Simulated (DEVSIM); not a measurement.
System: illuminated Si n-on-p cell, one wavelength, at 350 K.

```
layer (left to right)  material  thickness (μm)  Nd (cm⁻³)  Na (cm⁻³)  τn (s)  τp (s)  absorption coefficient (cm⁻¹)
---------------------  --------  --------------  ---------  ---------  ------  ------  -----------------------------
1                            Si          0.0840     1.2e18          -  8.3e-7  4.6e-7                            680
2                            Si             270          -     2.7e17  6.9e-6  6.9e-6                            680
```

Left contact: ohmic, minority hole recombination velocity 40000 cm/s. Right contact: ohmic, minority electron recombination velocity 900 cm/s. Voltage is applied to the left contact. Recombination: SRH at mid-gap, radiative, Auger. Light enters at the left, 1.7e17 photons cm⁻² s⁻¹, one pass, no reflection. Mobility is μmin + (μ − μmin)/(1 + (N/Nref)^α).

Constants are typed, rounded textbook-type inputs, not results; the design itself was drawn at random and stands for no fabricated device. Values at 300 K; Nc and Nv go as T^1.5, mobilities as T to minus their exponent, the gap by Varshni's rule with the affinity fixed.

```
parameter               Si
----------------  --------
gap (eV)             1.124
affinity (eV)         4.05
permittivity          11.7
Nc (cm⁻³)          2.86e19
Nv (cm⁻³)           3.1e19
μn (cm²/Vs)           1417
μp (cm²/Vs)            470
μn,min                  52
μp,min                  45
Nref,n              9.7e16
Nref,p              2.2e17
αn                    0.68
αp                    0.72
T exponent of μn       2.3
T exponent of μp       2.2
B (cm³/s)          4.7e-15
Cn (cm⁶/s)         2.8e-31
Cp (cm⁶/s)         9.9e-32
Varshni α (eV/K)  0.000473
Varshni β (K)          636
```

Simulated with DEVSIM: 1D drift-diffusion, Boltzmann statistics, complete ionisation; no tunnelling, impact ionisation, image-force lowering or self-heating.

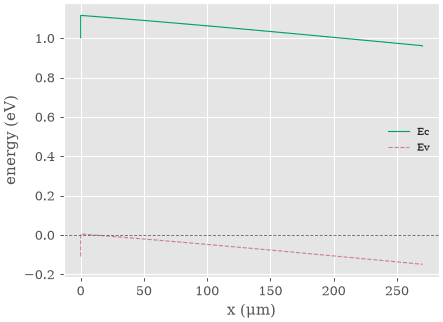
Band edges at -0.9 V on the left contact, in the dark

Energies count from the Fermi level of the right contact; mesh points crowd at the junctions.

```csv
x (μm),Ec (eV),Ev (eV),n (cm⁻³),p (cm⁻³),field (V/cm)
0.000,1.003,-0.108,1.2e18,6.3e15,-350
0.02495,1.002,-0.108,1.2e18,6.5e15,≈ 0
0.05760,1.002,-0.108,1.2e18,6.7e15,170
0.08298,1.034,-0.077,4.2e17,2.0e16,68000
0.1294,1.116,0.005,2.8e16,3.0e17,360
0.2303,1.116,0.005,2.8e16,3.0e17,≈ 0
0.4612,1.116,0.005,2.8e16,3.0e17,≈ 0
1.318,1.115,0.005,2.8e16,3.0e17,≈ 0
3.148,1.115,0.004,2.7e16,3.0e17,≈ 0
7.336,1.112,0.002,2.7e16,3.0e17,≈ 0
17.20,1.107,-0.003,2.5e16,2.9e17,≈ 0
56.05,1.087,-0.024,2.0e16,2.9e17,≈ 0
132.0,1.045,-0.066,1.3e16,2.8e17,≈ 0
210.4,0.998,-0.113,9.5e15,2.8e17,≈ 0
251.8,0.973,-0.138,1.1e16,2.8e17,≈ 0
262.4,0.967,-0.144,1.2e16,2.8e17,≈ 0
266.8,0.964,-0.147,1.2e16,2.8e17,≈ 0
268.8,0.963,-0.148,1.3e16,2.8e17,≈ 0
269.7,0.962,-0.148,1.3e16,2.8e17,≈ 0
269.9,0.962,-0.149,1.3e16,2.8e17,≈ 0
270.0,0.962,-0.149,1.3e16,2.8e17,≈ 0
270.1,0.961,-0.150,1.3e16,2.7e17,-1700
```
